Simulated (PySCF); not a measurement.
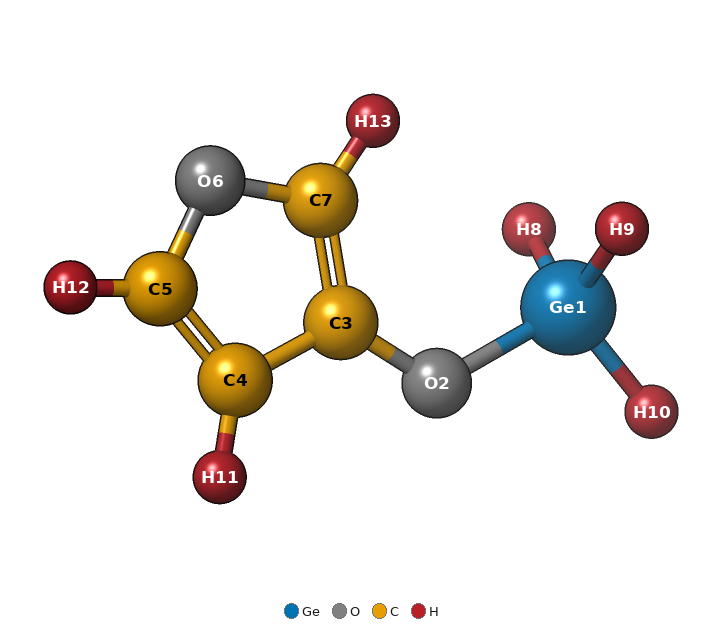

Computed geometry: PBE0-D3(BJ)/def2-SVP optimisation. No frequency run is at hand to confirm it as a minimum.

Which atoms are bonded, and how long are the bonds?

| bond | length (Å) |
| --- | --- |
| Ge1–O2 | 1.800 |
| Ge1–H8 | 1.539 |
| Ge1–H9 | 1.539 |
| Ge1–H10 | 1.529 |
| O2–C3 | 1.342 |
| C3–C4 | 1.434 |
| C3–C7 | 1.372 |
| C4–C5 | 1.362 |
| C4–H11 | 1.087 |
| C5–O6 | 1.343 |
| C5–H12 | 1.087 |
| O6–C7 | 1.356 |
| C7–H13 | 1.087 |
